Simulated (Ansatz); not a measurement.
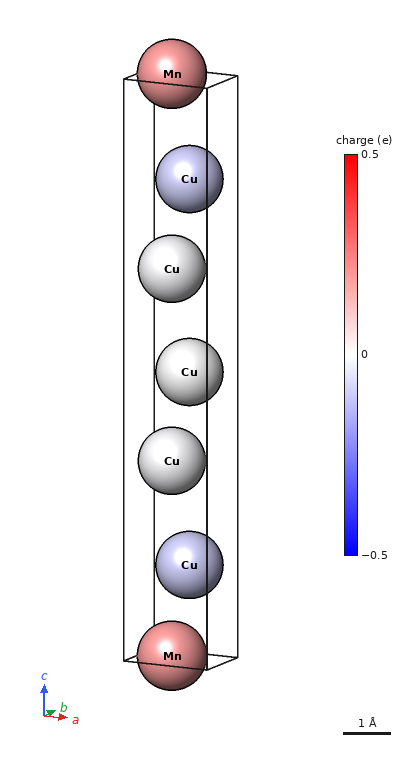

The crystal in a spheres-only representation, seen slightly off an axis. One simulation cell is framed, with atoms on its boundary repeated. The atoms of this MnCu$_{5}$ cell are coloured by their Bader charge.

Method: DFT PBE, scalar-relativistic, plane waves, PAW (Ansatz); wavefunction cutoff 420 eV, k-point mesh 18×18×4, Gaussian smearing of 0.1 eV, collinear spins. The state is ferromagnetic.

**Which way does the charge move?**

Most positive: Mn; most negative: Cu. Charges: about Mn +0.2 e; Cu -0.1 to 0.0 e. Little charge moves, as in a metallic or covalent solid.

Provenance: a structure type filled with these elements by a generator (whether the compound takes this form wasn't checked). Earlier steps of the study, as a rule a relaxation of our own, may have changed the cell and positions, so they can lie some per cent off the listed ones. A calculation with Ansatz used it as input.
